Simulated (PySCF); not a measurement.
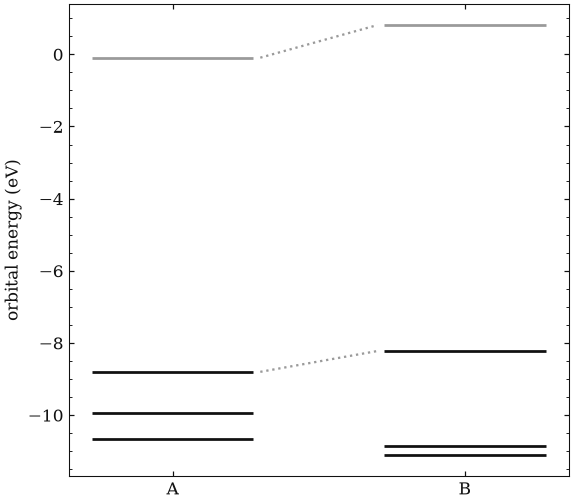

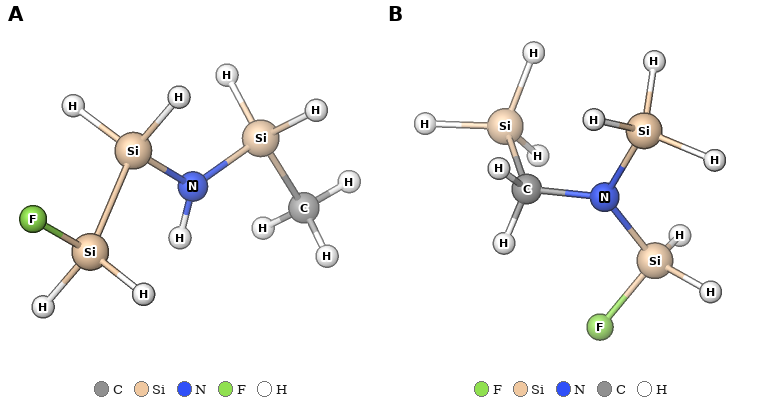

Related molecules: A is CH₁₀FNSi₃, SMILES C[SiH2]N[SiH2][SiH2]F; B is CH₁₀FNSi₃, SMILES F[SiH2]N([SiH3])C[SiH3]. Frontier orbital energies, CAM-B3LYP/def2-SVPD, PySCF 2.14.0, at a GFN2-xTB geometry (no frequency check); drawn are at most three filled levels and, in grey, the LUMO with any level within 0.03 eV of it; dotted lines join the HOMOs and the LUMOs.

What does the change do to the frontier levels?

From A to B the HOMO rises by 0.58 eV and the LUMO rises by 0.90 eV, so the separation goes from 8.71 to 9.03 eV.

Caveats, for all or some of the runs: empty levels above zero depend strongly on the basis; one conformer of a flexible molecule; the tight-binding geometry is rougher than a DFT one and adds to the error.
